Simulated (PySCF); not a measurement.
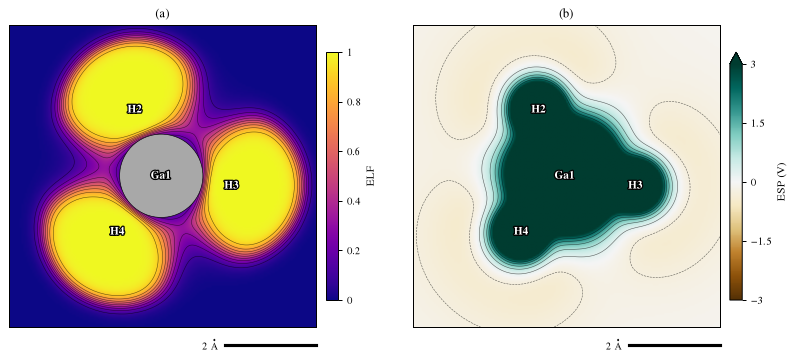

*GaH$_{3}$···N$_{2}$ (SMILES [GaH3].N#N). (a) electron localisation function; (b) electrostatic potential on the plane of atoms H2, Ga1 and H4. Grey discs cover the atomic cores in the ELF map.*

Geometry: PBE0-D3(BJ)/def2-TZVPD.

Level of theory: PySCF 2.14.0, wB97M-D3(BJ)/def2-TZVPD, SCF density, gas phase.

| atom | x (Å) | y (Å) | z (Å) |
| --- | --- | --- | --- |
| Ga | 0.0190 | -0.1427 | 0.0145 |
| H | 0.8212 | -1.3746 | 0.5646 |
| H | 0.5374 | 0.6247 | -1.2522 |
| H | -1.3934 | 0.1931 | 0.6106 |
| N | 1.1313 | 1.4057 | 1.5351 |
| N | 1.6209 | 2.1020 | 2.2132 |

### What does the map show?

- The plane passes through Ga and H nuclei.
- Ga–H (1.57 Å): the ELF climbs to about 1 towards the hydrogen.
- Outside the dense part of the complex the potential is most negative (−0.5 V) near H2, H3 and H4.
